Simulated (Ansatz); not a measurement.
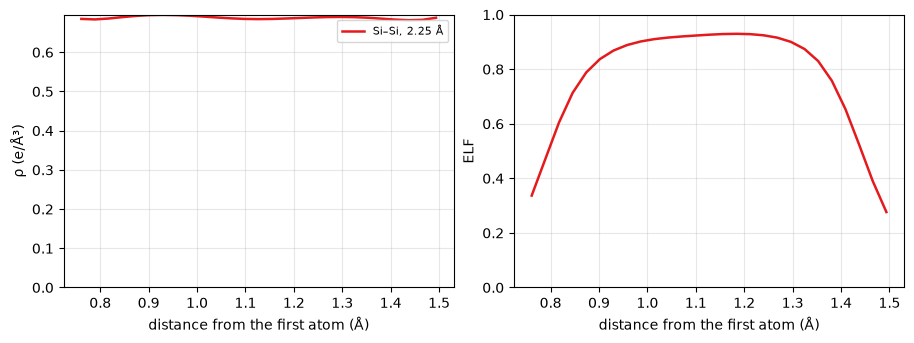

*Si$_{2}$ (SMILES [Si][Si] m3) (triplet). Total electron density and ELF along straight lines between neighbouring atoms. The curves leave out the atomic cores.*

Geometry: PBE0-D4/def2-TZVP.

Level of theory: Ansatz, UKS PBE0-D4/def2-TZVPP.

### What kind of bonding do the profiles show?

Si–Si (2.25 Å): ρ at the midpoint is about 0.68 e/Å³; the ELF peaks at about 0.95 between the atoms: a shared electron pair.
